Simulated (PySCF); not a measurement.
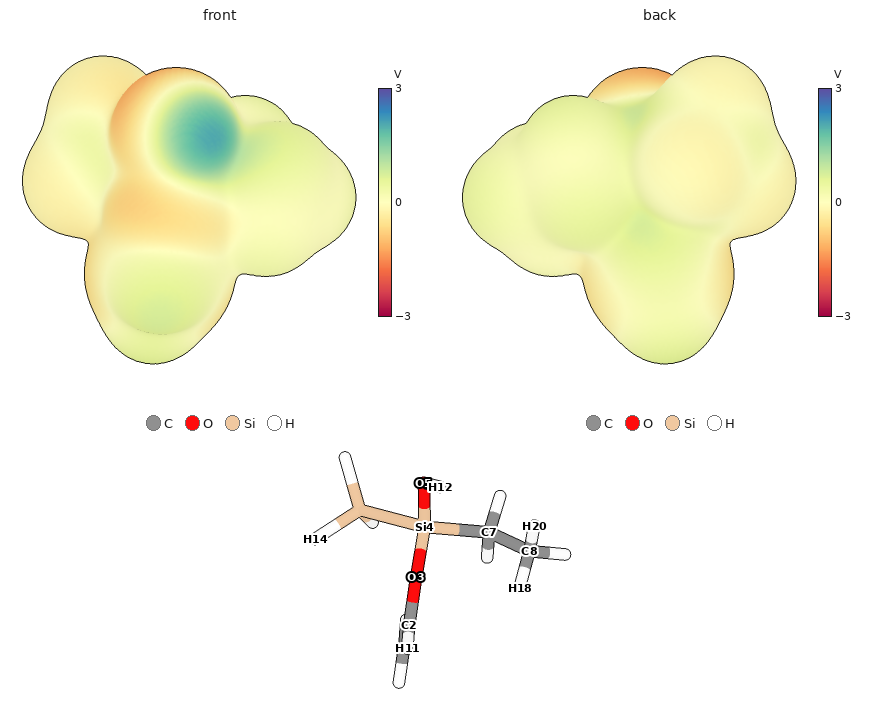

Figure 1: C₄H₁₂O₂Si₂. The electrostatic potential painted on the density surface at 0.001 e/bohr³, seen from the front and from behind; red is negative and blue positive. The bare structure is drawn below in the same view.

Geometry: GFN2-xTB.

These are results of PySCF, PBE0/pcSseg-1, SCF density, gas phase, non-relativistic, not measurements.

```yaml
atoms:
  - { symbol: C, position_ang: [-2.2073, -0.9770, 0.7206] }
  - { symbol: C, position_ang: [-1.4309, -0.3870, 1.6120] }
  - { symbol: O, position_ang: [-0.3786, 0.4048, 1.3591] }
  - { symbol: Si, position_ang: [0.3547, 0.8402, -0.0564] }
  - { symbol: O, position_ang: [1.4378, 1.9450, 0.4489] }
  - { symbol: Si, position_ang: [-1.0275, 1.9499, -1.5181] }
  - { symbol: C, position_ang: [1.2311, -0.7168, -0.7606] }
  - { symbol: C, position_ang: [1.9720, -1.5313, 0.2981] }
  - { symbol: H, position_ang: [-3.0314, -1.5899, 1.0330] }
  - { symbol: H, position_ang: [-2.0466, -0.8595, -0.3365] }
  - { symbol: H, position_ang: [-1.5966, -0.5012, 2.6781] }
  - { symbol: H, position_ang: [1.9332, 1.8160, 1.2552] }
  - { symbol: H, position_ang: [-0.4175, 3.1373, -2.1183] }
  - { symbol: H, position_ang: [-2.2825, 2.3874, -0.8921] }
  - { symbol: H, position_ang: [-1.4323, 1.0840, -2.6366] }
  - { symbol: H, position_ang: [0.5031, -1.3657, -1.2509] }
  - { symbol: H, position_ang: [1.9388, -0.4147, -1.5344] }
  - { symbol: H, position_ang: [1.2863, -1.8583, 1.0778] }
  - { symbol: H, position_ang: [2.4310, -2.4146, -0.1438] }
  - { symbol: H, position_ang: [2.7580, -0.9378, 0.7617] }
```

### Describe the electrostatic potential map.

The most negative region (about −1.2 V) lies over O5, the most positive (about +2.0 V) over H12. O5 is the likeliest acceptor of a hydrogen bond.

### How polar is the molecule by this calculation?

Its dipole moment is 1.69 D.
